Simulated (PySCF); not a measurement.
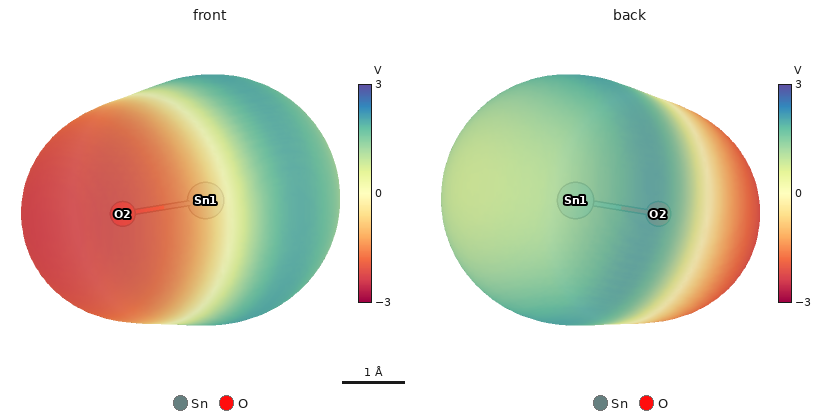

*SnO. The electrostatic potential painted on the density surface at 0.002 e/bohr³, seen from the front and from behind; the colour scale runs from red (negative) to blue (positive).*

Core potentials replace the inner electrons of Sn.

Theory: PySCF 2.14.0, PBE0/cc-pVTZ(-PP), non-relativistic Hamiltonian with scalar-relativistic core potentials where named, at a bond length of 1.830 Å.

```xyz
2

Sn    0.0000    0.0000   -0.2154
O     0.0000    0.0000    1.6146
```

### Which sites attract a positive test charge, and which a negative one?

A positive charge is drawn to the negative regions and a negative charge to the positive ones. The most negative region (about −2.3 V) lies over O2, the most positive (about +2.0 V) over Sn1. O2 is the likeliest acceptor of a hydrogen bond.
